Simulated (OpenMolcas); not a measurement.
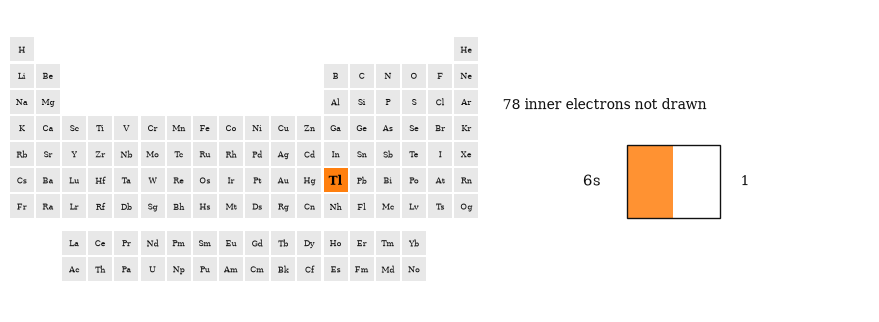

Fig. 1: Left, the place of thallium in the periodic table; right, the outer shells of the leading configuration of the lowest level: a box for each of the 2l + 1 orbitals, shaded by the share of the shell that is filled, with the electron count at the right.

**Multiconfigurational calculation, with input and output: Tl²⁺**

- system: Tl²⁺.
- method: state-averaged SS-CASPT2, IPEA shift 0.25, imaginary shift 0.1 hartree, closed shells 5d correlated, active space 1 electron in the shells 6s 6p, basis ANO-RCC-VTZP, DKH2 scalar Hamiltonian, spin-orbit coupling by RASSI with atomic mean-field integrals (OpenMolcas)

## Summary

| quantity | value |
| --- | --- |
| outcome | converged |
| lowest level | 6s ²S₁/₂ |
| first excited level | 6p ²P°₁/₂, 67,875 cm⁻¹ |
| energy of the lowest spin-free term | −20225.90469 hartree |
| energy of the lowest spin-orbit level | −20225.90469 hartree |
| CASPT2 correlation energy | −0.3584 hartree |
| largest spread among components of a term | 0.0 cm⁻¹ |
| lowest reference weight | 0.935 |
| hardware | 1 CPU thread, shared host |
| wall time | 1.3 s |

## Notes

The run is of multi-state type; this report uses its single-state energies. Limits: spin-orbit splittings of 6p ions too small.

## Input file
```
&GATEWAY
Coord
1

Tl 0.0 0.0 0.0
Basis=ANO-RCC-VTZP
Group=XYZ
NoMove
AngMom=0.0 0.0 0.0
AMFI
&SEWARD
&RASSCF
FileOrb=start.orb
Symmetry=1
Spin=2
nActEl=1 0 0
Inactive=20 19
Ras2=1 3
CIRoot=1 1 1
SDav=1
CIMx=300
Iter=120 100
PrWF=0.3
OrbListing=Nothing
MaxOrb=0
Atom
>>> COPY $Project.JobIph JOB001
&RASSCF
FileOrb=start.orb
Symmetry=2
Spin=2
nActEl=1 0 0
Inactive=20 19
Ras2=1 3
CIRoot=3 3 1
SDav=3
CIMx=300
Iter=120 100
PrWF=0.3
OrbListing=Nothing
MaxOrb=0
Atom
>>> COPY $Project.JobIph JOB002
&RASSI
NrOfJobIphs=2 1 3
1
1 2 3
IphNames
JOB001
JOB002
EJob
SpinOrbit
DIPRint=1.0
SOCoupling=1000.0
Subsets=2
MEES
Property=10
'ANGMOM' 1 'ANGMOM' 2 'ANGMOM' 3 'MLTPL  1' 1 'MLTPL  1' 2 'MLTPL  1' 3
'AMFI' 1 'AMFI' 2 'AMFI' 3 'MLTPL  2' 6
SOProperty=3
'ANGMOM' 1 'ANGMOM' 2 'ANGMOM' 3
>>> COPY JOB001 $Project.JobIph
&CASPT2
Multistate=1 1
Frozen=15 19
IPEA=0.25
Imaginary=0.1
MaxIter=60
WThr=0.0 0.3 0.05
PrWF=0.5
NoMix
>>> COPY JOB002 $Project.JobIph
&CASPT2
Multistate=3 1 2 3
Frozen=15 19
IPEA=0.25
Imaginary=0.1
MaxIter=60
WThr=0.0 0.3 0.05
PrWF=0.5
NoMix
```

The file start.orb holds starting orbitals from an earlier step. A driver script formed the levels outside the program, from RASSI's spin-orbit matrix and the CASPT2 energies (for multi-state variants, the effective Hamiltonian), averaged over the components of each term or state. The log and the time are those of the CASPT2 step.

## Output (extracts)
```
--- CASPT2 ---
Orbital specifications:
      -----------------------

      Symmetry species                           1   2
                                                ag  au
      Frozen orbitals                           15  19
      Inactive orbitals                          5   0
      Active orbitals                            1   3
      Secondary orbitals                        30  20
      Deleted orbitals                           0   0
      Number of basis functions                 51  42
Type of calculation                        SS-CASPT2
      Fock operator                              state-specific
      IPEA shift                                 0.25
      Real shift                                 0.00
      Imaginary shift                            0.10
      The input orbitals will be transformed to quasi-canonical
Reference energy:      -20225.5462720187
      E2 (Non-variational):      -0.3582564758
      Shift correction:          -0.0001634123
      E2 (Variational):          -0.3584198881
      Total energy:          -20225.9046919069
      Residual norm:              0.0000000144
      Reference weight:           0.93459
      Contributions to the CASPT2 correlation energy
      Active & Virtual Only:         -0.0000000000
      One Inactive Excited:          -0.0574957013
      Two Inactive Excited:          -0.3007607745
::    CASPT2 Root  1     Total energy: -20225.90469191
--- CASPT2 ---
Orbital specifications:
      -----------------------

      Symmetry species                           1   2
                                                ag  au
      Frozen orbitals                           15  19
      Inactive orbitals                          5   0
      Active orbitals                            1   3
      Secondary orbitals                        30  20
      Deleted orbitals                           0   0
      Number of basis functions                 51  42
Type of calculation                        MS-CASPT2
      Fock operator                              state-specific
      IPEA shift                                 0.25
      Real shift                                 0.00
      Imaginary shift                            0.10
      The input orbitals will be transformed to quasi-canonical
Reference energy:      -20225.2234058226
      E2 (Non-variational):      -0.3390839798
      Shift correction:          -0.0001653720
      E2 (Variational):          -0.3392493518
      Total energy:          -20225.5626551743
      Residual norm:              0.0000002009
      Reference weight:           0.93789
      Contributions to the CASPT2 correlation energy
      Active & Virtual Only:         -0.0000000000
      One Inactive Excited:          -0.0384316736
      Two Inactive Excited:          -0.3006523062
Reference energy:      -20225.2234058132
      E2 (Non-variational):      -0.3390839803
      Shift correction:          -0.0001653720
      E2 (Variational):          -0.3392493523
      Total energy:          -20225.5626551655
      Residual norm:              0.0000002009
      Reference weight:           0.93789
      Contributions to the CASPT2 correlation energy
      Active & Virtual Only:         -0.0000000000
      One Inactive Excited:          -0.0384316742
      Two Inactive Excited:          -0.3006523061
::    CASPT2 Root  1     Total energy: -20225.56265517
::    CASPT2 Root  2     Total energy: -20225.56265517
::    CASPT2 Root  3     Total energy: -20225.56265517
::    MS-CASPT2 Root  1     Total energy: -20225.56265517
::    MS-CASPT2 Root  2     Total energy: -20225.56265517
::    MS-CASPT2 Root  3     Total energy: -20225.56265517
```

## Spin-orbit levels, grouped by J and assigned

| Configuration | Level | E (cm⁻¹) | LS purity (%) | Landé g |
| --- | --- | --- | --- | --- |
| 6s | ²S₁/₂ | 0 | 100 | 2.002 |
| 6p | ²P°₁/₂ | 67,870 | 100 | 0.666 |
| 6p | ²P°₃/₂ | 78,670 | 100 | 1.334 |

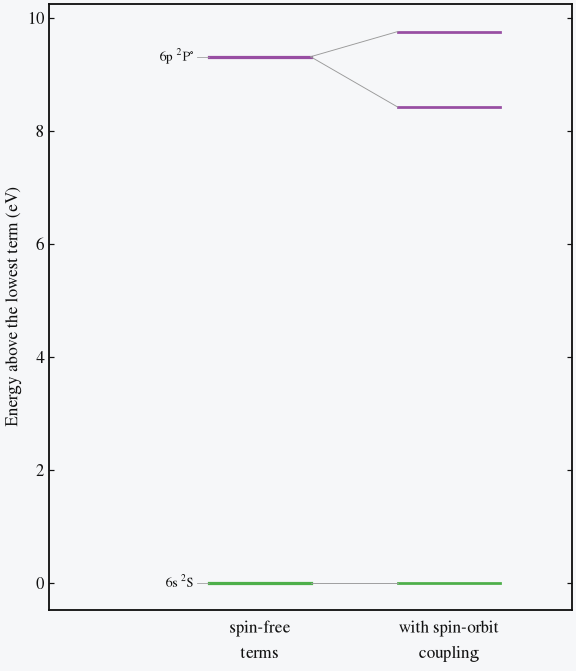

Fig. 2: Terms of Tl²⁺ (thallium, Z = 81) without and with spin-orbit coupling; the J values are left off. 6s ²S (at 0) gives the one level J = 1/2; 6p ²P° (at 9.31 eV) splits over 1.34 eV into J = 1/2, 3/2 from the bottom up (normal). The ground level lies 0 below the lowest term.
